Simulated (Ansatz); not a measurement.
**Run report: BSiH7O, geometry relaxation (part 1 of 2)**

The run: geometry relaxation of BSiH7O. Method and program: RKS PBE-D4/def2-SVP (Ansatz 0.2.0).

It belongs to a series of runs on one base structure; here: end point A relaxed. Figures and captions count atoms from 1; the log counts them from 0 in places.

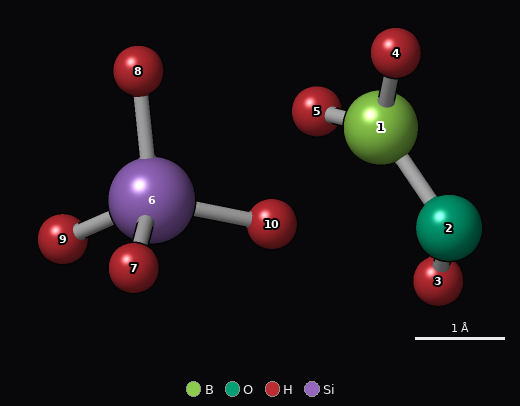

Fig. 1: The input geometry (ball-and-stick view, seen at a tilt; atoms are numbered from 1 in the order of the input).

Results in brief

| quantity | value |
| --- | --- |
| outcome | converged |
| total energy | −10702.7351 eV |
| mean-field energy | −10702.6179 eV |
| largest force (length of the vector) at the end | 0.032 eV/Å |
| hardware | 1 thread of Intel Xeon (Granite Rapids), 32 GiB of memory available, shared host |
| wall time | 25 s |
| peak memory | 0.16 GiB |

Input
```yaml
crystal:
  periodic: [false, false, false]
  atoms:
    - { symbol: B, position_ang: [-0.033889, -0.3458, 0.184335] }
    - { symbol: O, position_ang: [-0.099161, -0.97232, 1.41677] }
    - { symbol: H, position_ang: [-1.020999, -1.118653, 1.70047] }
    - { symbol: H, position_ang: [1.080741, -0.215086, -0.28539] }
    - { symbol: H, position_ang: [-1.043621, -0.043902, -0.434932] }
    - { symbol: Si, position_ang: [0.145723, 2.689126, 1.01482] }
    - { symbol: H, position_ang: [0.889495, 3.388072, 2.117502] }
    - { symbol: H, position_ang: [0.874723, 2.869878, -0.285159] }
    - { symbol: H, position_ang: [-1.242119, 3.257185, 0.9071] }
    - { symbol: H, position_ang: [0.061407, 1.246201, 1.337182] }
basis:
  gaussian: { orbitals: def2-SVP }
hamiltonian:
  xc: pbe
  dispersion: d4
relax:
  f_tol: 0.03
  max_steps: 50
output:
  orbitals: {}
```

Launched with:
```bash
ansatz run input.yaml --threads 1 --pin off --max-ram 2048MiB --backend cpu --events-out ev --progress --plain --runs-dir out
```

Log
```
The last accepted step is kept in [file] (removed where the run ends without a failure and the disk answers)
Engine: ansatz 0.2.0, x86_64-unknown-linux-gnu
Functional definition: PBE
  parameter kappa = 0.804
  parameter beta = 0.06672455060314922
  exchange = pbe_x(kappa = kappa, mu = beta*pi^2/3)
  correlation = pbe_c(beta = beta)
899 factors; their error is unknown
mean field evaluation 1: about -10697.9962 eV, gradient 4.7e1 eV
mean field evaluation 2: about -10681.5960 eV, gradient 1.0e2 eV
mean field evaluation 4: about -10702.4331 eV, gradient 3.8e0 eV
mean field evaluation 8: about -10702.4760 eV, gradient 3.2e-2 eV
mean field evaluation 16: about -10702.4294 eV, gradient 2.6e-5 eV
mean field -10702.42935156 eV, -393.3070243026 hartree, gradient 2.6e-5 eV, S^2 0.000000; 0 other end points of the search recorded, 0 dependent functions left out
the calculation of the forces begins
reference -10702.42938790 eV, -393.3070256382 hartree; 17, 17 occupied and 64, 64 virtual orbitals, 899 factors
relax step   1: F+E_penalty+E_count = -10702.56024844 eV  Δ(F+E_penalty+E_count) = +0.000e0 eV  max|allowed force component| = 7.200e-1 eV/Å  Δτ_max = 0.0000 Å  (24 SCF iters, accepted)
these checks for a lower state are left out or cut short: starts, cluster_reference, orbital_swaps, neighbouring_geometries, increment
899 factors; their error is unknown
mean field -10702.49814082 eV, -393.3095522612 hartree, gradient 9.6e-6 eV, S^2 0.000000; 0 other end points of the search recorded, 0 dependent functions left out
[... from here on the field's lines of each further geometry are left out, up to the last ...]
relax step   2: F+E_penalty+E_count = -10702.62482605 eV  Δ(F+E_penalty+E_count) = -6.458e-2 eV  max|allowed force component| = 8.111e-1 eV/Å  Δτ_max = 0.1948 Å  (30 SCF iters, accepted)
relax step   3: F+E_penalty+E_count = -10702.66887625 eV  Δ(F+E_penalty+E_count) = -4.405e-2 eV  max|allowed force component| = 6.434e-1 eV/Å  Δτ_max = 0.1671 Å  (25 SCF iters, accepted)
relax step   4: F+E_penalty+E_count = -10702.68934152 eV  Δ(F+E_penalty+E_count) = -2.047e-2 eV  max|allowed force component| = 6.400e-1 eV/Å  Δτ_max = 0.1112 Å  (26 SCF iters, accepted)
relax step   5: F+E_penalty+E_count = -10702.71515099 eV  Δ(F+E_penalty+E_count) = -2.581e-2 eV  max|allowed force component| = 2.173e-1 eV/Å  Δτ_max = 0.1454 Å  (25 SCF iters, accepted)
relax step   6: F+E_penalty+E_count = -10702.70212204 eV  Δ(F+E_penalty+E_count) = +1.303e-2 eV  max|allowed force component| = 5.274e-1 eV/Å  Δτ_max = 0.0218 Å  (26 SCF iters, rejected (line search))
relax step   7: F+E_penalty+E_count = -10702.71668150 eV  Δ(F+E_penalty+E_count) = -1.531e-3 eV  max|allowed force component| = 8.690e-2 eV/Å  Δτ_max = 0.0106 Å  (27 SCF iters, accepted)
relax step   8: F+E_penalty+E_count = -10702.71903232 eV  Δ(F+E_penalty+E_count) = -2.351e-3 eV  max|allowed force component| = 6.969e-2 eV/Å  Δτ_max = 0.1000 Å  (25 SCF iters, accepted)
relax step   9: F+E_penalty+E_count = -10702.71955542 eV  Δ(F+E_penalty+E_count) = -5.231e-4 eV  max|allowed force component| = 1.258e-1 eV/Å  Δτ_max = 0.1229 Å  (25 SCF iters, accepted)
relax step  10: F+E_penalty+E_count = -10702.72202308 eV  Δ(F+E_penalty+E_count) = -2.468e-3 eV  max|allowed force component| = 6.191e-2 eV/Å  Δτ_max = 0.0396 Å  (26 SCF iters, accepted)
relax step  11: F+E_penalty+E_count = -10702.72419295 eV  Δ(F+E_penalty+E_count) = -2.170e-3 eV  max|allowed force component| = 5.163e-2 eV/Å  Δτ_max = 0.0691 Å  (25 SCF iters, accepted)
relax step  12: F+E_penalty+E_count = -10702.72619126 eV  Δ(F+E_penalty+E_count) = -1.998e-3 eV  max|allowed force component| = 1.149e-1 eV/Å  Δτ_max = 0.1490 Å  (25 SCF iters, accepted)
relax step  13: F+E_penalty+E_count = -10702.72750164 eV  Δ(F+E_penalty+E_count) = -1.310e-3 eV  max|allowed force component| = 7.815e-2 eV/Å  Δτ_max = 0.0346 Å  (25 SCF iters, accepted)
relax step  14: F+E_penalty+E_count = -10702.72765776 eV  Δ(F+E_penalty+E_count) = -1.561e-4 eV  max|allowed force component| = 8.962e-2 eV/Å  Δτ_max = 0.1757 Å  (25 SCF iters, accepted)
relax step  15: F+E_penalty+E_count = -10702.73073533 eV  Δ(F+E_penalty+E_count) = -3.078e-3 eV  max|allowed force component| = 9.342e-2 eV/Å  Δτ_max = 0.0444 Å  (26 SCF iters, accepted)
relax step  16: F+E_penalty+E_count = -10702.73088734 eV  Δ(F+E_penalty+E_count) = -1.520e-4 eV  max|allowed force component| = 7.873e-2 eV/Å  Δτ_max = 0.0072 Å  (19 SCF iters, accepted)
relax step  17: F+E_penalty+E_count = -10702.72883956 eV  Δ(F+E_penalty+E_count) = +2.048e-3 eV  max|allowed force component| = 1.891e-1 eV/Å  Δτ_max = 0.1954 Å  (25 SCF iters, rejected (line search))
relax step  18: F+E_penalty+E_count = -10702.73256189 eV  Δ(F+E_penalty+E_count) = -1.675e-3 eV  max|allowed force component| = 4.401e-2 eV/Å  Δτ_max = 0.0953 Å  (25 SCF iters, accepted)
relax step  19: F+E_penalty+E_count = -10702.73304373 eV  Δ(F+E_penalty+E_count) = -4.818e-4 eV  max|allowed force component| = 8.559e-2 eV/Å  Δτ_max = 0.0975 Å  (25 SCF iters, accepted)
relax step  20: F+E_penalty+E_count = -10702.73377881 eV  Δ(F+E_penalty+E_count) = -7.351e-4 eV  max|allowed force component| = 5.423e-2 eV/Å  Δτ_max = 0.0148 Å  (20 SCF iters, accepted)
relax step  21: F+E_penalty+E_count = -10702.73457112 eV  Δ(F+E_penalty+E_count) = -7.923e-4 eV  max|allowed force component| = 2.455e-2 eV/Å  Δτ_max = 0.0462 Å  (26 SCF iters, accepted)
relax step  22: F+E_penalty+E_count = -10702.73450698 eV  Δ(F+E_penalty+E_count) = +6.415e-5 eV  max|allowed force component| = 9.062e-2 eV/Å  Δτ_max = 0.0761 Å  (26 SCF iters, rejected (line search))
relax step  23: F+E_penalty+E_count = -10702.73489933 eV  Δ(F+E_penalty+E_count) = -3.282e-4 eV  max|allowed force component| = 1.944e-2 eV/Å  Δτ_max = 0.0372 Å  (26 SCF iters, accepted)
the calculation of the forces begins
reference -10702.61789584 eV, -393.3139531770 hartree; 17, 17 occupied and 64, 64 virtual orbitals, 899 factors
relax step  24: F+E_penalty+E_count = -10702.73505529 eV  Δ(F+E_penalty+E_count) = -1.560e-4 eV  max|allowed force component| = 2.785e-2 eV/Å  Δτ_max = 0.0573 Å  (26 SCF iters, accepted)
899 factors; their error is unknown
mean field evaluation 192: about -10702.6179 eV, gradient 2.7e-5 eV
```

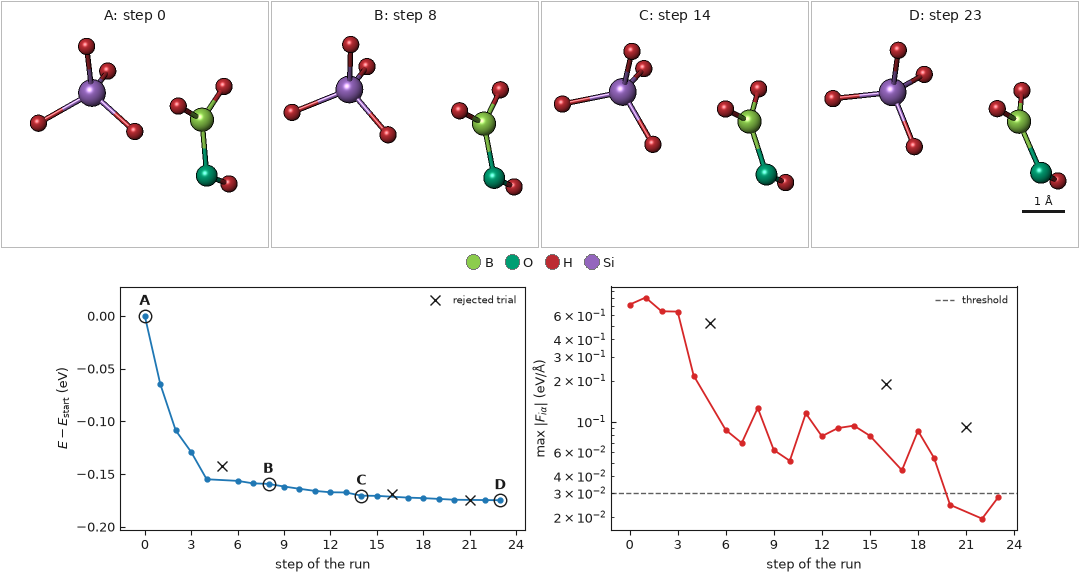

Fig. 2: Frames of the relaxation (ball-and-stick view, seen at a tilt) above the curves, on which the letters mark them (the first geometry is step 0 here and step 1 in the log).

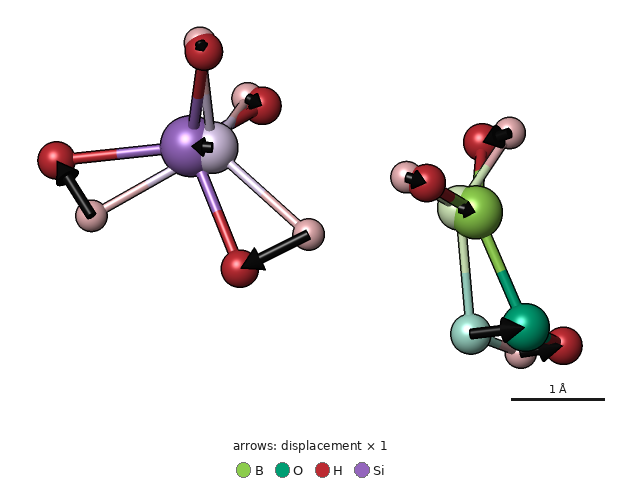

Fig. 3: Start (faint) and end (solid) with the displacements as black arrows, at true length (ball-and-stick view, seen at a tilt). The two geometries are laid on each other by the best rigid fit. Over 23 geometry steps the energy falls by 0.175 eV. Largest force component: 0.72 eV/Å at the start, 0.028 eV/Å at the end. The line search rejected the trial steps at points 5, 16, 21 (counted from 0) and went back. The atom that moves furthest after the best rigid fit is H10 (0.83 Å). By element the largest moves are H 0.83 Å, O 0.63 Å, Si 0.24 Å, B 0.18 Å. Distances before and after: B1–O2 1.384 → 1.357 Å, Si6–H10 1.481 → 1.506 Å. (Atoms are counted from 1 in the order of the input.)

```
mean field -10702.61785886 eV, -393.3139518181 hartree, gradient 1.1e-5 eV, S^2 0.000000; 1 other end points of the search recorded, 0 dependent functions left out
the calculation of the forces begins
reference -10702.61789584 eV, -393.3139531770 hartree; 17, 17 occupied and 64, 64 virtual orbitals, 899 factors
Total energy: -10702.73509226 eV, -393.3182600663 hartree
Atom 0 at    -0.072933    -0.526141     0.169961 Å, force     0.002242    -0.020549     0.001975 eV/Å
Atom 1 at    -0.281335    -1.479915     1.111851 Å, force    -0.007680     0.027847    -0.014718 eV/Å
Atom 2 at    -1.199805    -1.488529     1.438326 Å, force     0.002219    -0.007311     0.002593 eV/Å
Atom 3 at     1.053496    -0.455958    -0.283846 Å, force    -0.002814     0.002370     0.003406 eV/Å
Atom 4 at    -0.981132     0.203119    -0.205574 Å, force     0.007519    -0.002707     0.006407 eV/Å
Atom 5 at     0.218578     2.900563     1.083965 Å, force    -0.010459     0.001393     0.008665 eV/Å
Atom 6 at     0.740690     4.107086     1.815781 Å, force    -0.005803    -0.015794    -0.005267 eV/Å
Atom 7 at     0.933869     2.758496    -0.228143 Å, force    -0.003321    -0.001078    -0.000099 eV/Å
Atom 8 at    -1.257535     3.061966     0.846702 Å, force     0.021693    -0.002517     0.005890 eV/Å
Atom 9 at     0.458407     1.674015     1.923675 Å, force    -0.003594     0.018347    -0.008851 eV/Å
Dipole moment:    -0.324358    -0.027888     0.135651 e Å
```

Trajectory as extended XYZ (Å, eV, eV/Å), 24 frames, from step=1 to step=24
```
10
Properties=species:S:1:pos:R:3:forces:R:3 step=1 energy=-10702.56025
B    -0.0339   -0.3458    0.1843    0.0369  -0.4304   0.6897
O    -0.0992   -0.9723    1.4168   -0.0892  -0.2012  -0.7200
H    -1.0210   -1.1187    1.7005    0.0636   0.0621   0.0129
H     1.0807   -0.2151   -0.2854   -0.0175   0.0095   0.0045
H    -1.0436   -0.0439   -0.4349   -0.0101   0.0004   0.0034
Si    0.1457    2.6891    1.0148    0.0394   0.6253  -0.1189
H     0.8895    3.3881    2.1175    0.0128   0.0163   0.0105
H     0.8747    2.8699   -0.2852   -0.0149   0.0032  -0.0021
H    -1.2421    3.2572    0.9071    0.0025  -0.0061  -0.0050
H     0.0614    1.2462    1.3372   -0.0234  -0.0791   0.1251
10
Properties=species:S:1:pos:R:3:forces:R:3 step=2 energy=-10702.62483
B    -0.0312   -0.3823    0.2088    0.0084  -0.8111   0.3675
O    -0.1093   -1.1565    1.3543   -0.5707   0.6085  -0.3265
H    -1.0335   -1.1548    1.7023    0.5387  -0.1996  -0.2351
H     1.0799   -0.2470   -0.2678    0.0153   0.0263   0.0370
H    -1.0367   -0.0445   -0.4025   -0.0013   0.1661   0.1339
Si    0.1509    2.7657    1.0083    0.0125   0.1869  -0.0444
H     0.9006    3.4425    2.1195   -0.0010   0.0691  -0.0192
H     0.8767    2.9138   -0.2966   -0.0109   0.0366   0.0109
H    -1.2469    3.3049    0.9016    0.0174   0.0473  -0.0016
H     0.0618    1.3130    1.3447   -0.0083  -0.1301   0.0776
10
Properties=species:S:1:pos:R:3:forces:R:3 step=3 energy=-10702.66888
B    -0.0396   -0.4465    0.2187   -0.0216  -0.5337   0.4941
O    -0.1176   -1.2184    1.3627   -0.6434   0.3869  -0.4854
H    -1.0577   -1.3131    1.6545    0.6295   0.0073  -0.1596
H     1.0749   -0.2809   -0.2415   -0.0072  -0.0047   0.0372
H    -1.0464   -0.0560   -0.3607    0.0308  -0.0029   0.0696
Si    0.1619    2.8262    1.0038    0.0038   0.0698  -0.0041
H     0.9127    3.5103    2.1107    0.0000   0.0290  -0.0118
H     0.8830    2.9929   -0.3010   -0.0025   0.0242  -0.0080
H    -1.2316    3.3785    0.9051    0.0046   0.0248  -0.0056
H     0.0727    1.3616    1.3205    0.0060  -0.0006   0.0737
10
Properties=species:S:1:pos:R:3:forces:R:3 step=4 energy=-10702.68934
B    -0.0483   -0.5171    0.2148   -0.0435  -0.3952   0.4838
O    -0.1298   -1.2875    1.3540   -0.6287   0.2564  -0.4489
H    -1.0708   -1.4203    1.6281    0.6400   0.0977  -0.1393
H     1.0694   -0.3392   -0.2335   -0.0170  -0.0013   0.0350
H    -1.0549   -0.1009   -0.3466    0.0397  -0.0433   0.0315
Si    0.1709    2.8900    1.0091    0.0014   0.0287   0.0003
H     0.9215    3.5865    2.1087    0.0027   0.0024  -0.0020
H     0.8881    3.0692   -0.2967    0.0014   0.0032  -0.0103
H    -1.2188    3.4529    0.9112   -0.0032  -0.0016  -0.0026
H     0.0850    1.4211    1.3237    0.0073   0.0529   0.0525
10
Properties=species:S:1:pos:R:3:forces:R:3 step=5 energy=-10702.71515
B    -0.0622   -0.6500    0.1686    0.0254  -0.1226   0.2173
O    -0.1471   -1.3665    1.3243   -0.1517   0.0661  -0.1351
H    -1.0712   -1.4795    1.6239    0.1540   0.0214  -0.0429
H     1.0576   -0.4765   -0.2696    0.0291   0.0026  -0.0168
H    -1.0619   -0.2378   -0.3952   -0.0563   0.0191  -0.0336
Si    0.1813    3.0022    1.0409   -0.0025  -0.0844   0.0056
H     0.9369    3.7209    2.1208    0.0041   0.0397   0.0042
H     0.8933    3.1458   -0.2716    0.0085   0.0203  -0.0198
H    -1.2115    3.5514    0.9325   -0.0153   0.0391  -0.0034
H     0.0972    1.5448    1.3982    0.0046  -0.0014   0.0245
10
Properties=species:S:1:pos:R:3:forces:R:3 step=6 energy=-10702.70212 accepted=F
B    -0.0512   -0.6574    0.1854   -0.5274   0.1420  -0.2359
O    -0.1479   -1.3747    1.3397   -0.0013   0.1636  -0.2846
H    -1.0767   -1.4772    1.6184    0.0308  -0.0195   0.0374
H     1.0500   -0.4639   -0.2855    0.1428  -0.0726   0.1196
H    -1.0616   -0.2308   -0.4159    0.3557  -0.2224   0.3534
Si    0.1823    2.9968    1.0431   -0.0143   0.0164  -0.0141
H     0.9377    3.7292    2.1160   -0.0032   0.0160  -0.0106
H     0.8906    3.1392   -0.2735   -0.0009   0.0015   0.0061
H    -1.2115    3.5494    0.9334    0.0133   0.0117   0.0008
H     0.1005    1.5442    1.4116    0.0046  -0.0367   0.0279
10
Properties=species:S:1:pos:R:3:forces:R:3 step=7 energy=-10702.71668
B    -0.0618   -0.6530    0.1698   -0.0057  -0.0712   0.0812
O    -0.1483   -1.3724    1.3207   -0.0869   0.0429  -0.0716
H    -1.0709   -1.4818    1.6214    0.0859   0.0050  -0.0210
H     1.0580   -0.4798   -0.2712    0.0144   0.0023  -0.0012
H    -1.0632   -0.2393   -0.3963   -0.0074   0.0089   0.0016
Si    0.1812    2.9995    1.0423    0.0011  -0.0033   0.0026
H     0.9352    3.7304    2.1165    0.0030   0.0143   0.0009
H     0.8926    3.1480   -0.2712    0.0018  -0.0061  -0.0068
H    -1.2090    3.5586    0.9323   -0.0076   0.0061  -0.0020
H     0.0985    1.5443    1.4082    0.0014   0.0013   0.0164
10
Properties=species:S:1:pos:R:3:forces:R:3 step=8 energy=-10702.71903
B    -0.0638   -0.6840    0.1421   -0.0106   0.0697   0.0081
O    -0.1556   -1.3809    1.3020    0.0201  -0.0530   0.0105
H    -1.0715   -1.4861    1.6179   -0.0032   0.0281  -0.0316
H     1.0594   -0.5235   -0.2987   -0.0128  -0.0182  -0.0021
H    -1.0591   -0.2513   -0.4239    0.0086  -0.0267   0.0098
Si    0.1815    3.0168    1.0630    0.0125   0.0297   0.0022
H     0.9381    3.8046    2.0965   -0.0068   0.0011  -0.0132
H     0.8849    3.1102   -0.2610   -0.0054  -0.0141   0.0081
H    -1.2114    3.5673    0.9345    0.0017  -0.0065  -0.0003
H     0.1099    1.5815    1.5003   -0.0040  -0.0100   0.0086
```
